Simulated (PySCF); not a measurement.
**DyH3(H2O): how tightly the ligands are held**

What does it cost to pull a ligand from DyH3(H2O)? It is a constructed species; whether it can be made isn't addressed.

Program: PySCF 2.14.0. Level of theory: PBE0, Dy lcecp-1-SVP with ECP55, H def2-SVP, O def2-SVP; scalar-relativistic core potentials, no spin–orbit coupling. These are calculated values, not measurements.

1 further run of the same task is left out (for a known fault of the program).

## (1) Starting geometry

7 atoms, charge 0, spin multiplicity 1.

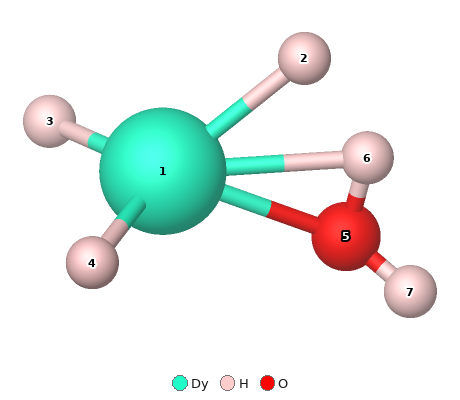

The structure; dysprosium teal, hydrogen pink, oxygen red; atoms are numbered from 1 in the order of the file.

Geometry (Å):

```csv
atom,x (Å),y (Å),z (Å)
Dy1,0.0474,-0.2323,-0.0436
H2,0.4153,1.7954,0.3236
H3,-0.9069,-1.2867,1.3804
H4,1.4266,-1.2360,-1.1126
O5,-1.2449,1.2421,-1.2605
H6,-0.6587,1.8833,-0.7146
H7,-1.4515,1.6400,-2.1130
```

Formal oxidation states: Dy +3. Each metal's 9 4f electrons lie in its core potential, so multiplicities, spins and levels count the valence alone. An earlier session relaxed this geometry at PBE0, Dy lcecp-1-SVP with ECP55, H def2-SVP, O def2-SVP (singlet, point group C1).

## (2) H taken off

The ligand (atom 2) keeps its formal charge and a closed shell where it can; ligand and rest are solved at the complex's geometry, in vacuum, with the settings of the relaxation.

```csv
part,charge,state,energy (Eh)
complex,0,singlet,-115.100168
ligand,-1,singlet,-0.480007
rest,1,singlet,-114.252706
```

Run time: 0.6 s. Hardware: 2 threads of Arm Neoverse V2, shared host.

## (3) Rigid scan of H

Atom 2 moves along the line from atom 1; the distance is to the donor, the donors' midpoint or the ring centre. Each point starts from the density of the one before.

```csv
distance (Å),energy from the relaxed point (eV)
1.79,0.383
1.89,0.153
1.99,0.034
2.09,0.000
2.19,0.029
2.29,0.105
2.49,0.355
2.79,0.860
3.19,1.604
3.69,2.484
```

It took 4.9 s on 2 threads of Arm Neoverse V2, shared host.

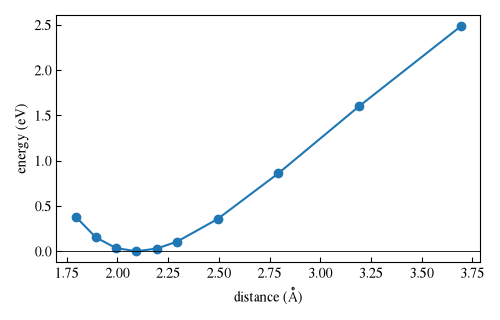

Energy along the rigid scan of H.

## (4) H2O taken off

The ligand (atoms 5, 6, 7) keeps its formal charge and a closed shell where it can; ligand and rest are solved at the complex's geometry, in vacuum, with the settings of the relaxation.

```csv
part,charge,state,energy (Eh)
complex,0,singlet,-115.100168
ligand,0,singlet,-76.271555
rest,0,singlet,-38.769857
```

It took 0.3 s on 2 threads of Arm Neoverse V2, shared host.

## (5) Rigid scan of H2O

Atoms 5, 6, 7 move together along the line from atom 1; the distance is to the donor, the donors' midpoint or the ring centre. Each point starts from the density of the one before.

```csv
distance (Å),energy from the relaxed point (eV)
2.01,0.516
2.11,0.193
2.21,0.041
2.31,0.000
2.41,0.029
2.51,0.099
2.71,0.295
3.01,0.599
3.41,0.912
3.91,1.164
```

Run time: 4.9 s. Hardware: 2 threads of Arm Neoverse V2, shared host.

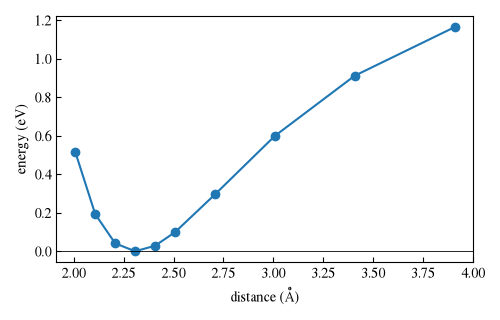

Energy along the rigid scan of H2O.

## (6) Results

| quantity | value |
| --- | --- |
| taking off H | 10.00 eV |
| stiffness of the H contact | 6.3 eV/Å² |
| taking off H2O | 1.60 eV |
| stiffness of the H2O contact | 7.0 eV/Å² |

In words: Taking off H as a fragment of charge -1 costs 10.00 eV, much of it the attraction of the two charges. Near 2.09 Å the H contact has a stiffness of about 6.3 eV/Å², and the energy stands 2.48 eV higher at 3.69 Å. Taking off H2O as a fragment of charge +0 costs 1.60 eV. Near 2.31 Å the H2O contact has a stiffness of about 7.0 eV/Å², and the energy stands 1.16 eV higher at 3.91 Å. The free anion is solved without diffuse functions, no counterpoise correction is made, and the parts aren't relaxed; each of these makes the binding look larger. The bases are small and lack diffuse functions. Spin–orbit coupling is left out.
